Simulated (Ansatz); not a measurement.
Pressure series in RuP

Consider RuP (space group Pnma, No. 62; a = 5.491 Å, b = 3.118 Å, c = 6.145 Å; a cell from a computed database, its experimental status unchecked).

Cell and atoms are relaxed at each pressure.

All numbers come from plane-wave PAW DFT at the PBEsol level (Ansatz, an electronic-structure program, 420 eV), without spin-orbit coupling.

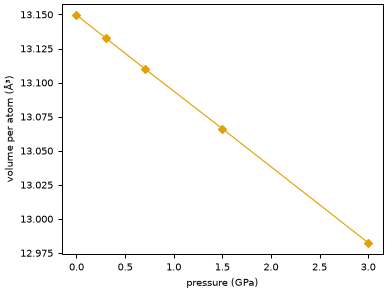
Fig. 1. Volume per atom against pressure

From the plot, what is the volume per atom for pressure 0.3 GPa?

About 13.13 Å³.

Is the trend monotonic over the range shown?

Yes, it falls throughout, spanning 12.98 Å³ to 13.15 Å³.

Load acts through the strain it causes; cell and atoms are relaxed under it. Stability against distortions was not tested. The final runs are not spin-polarised.
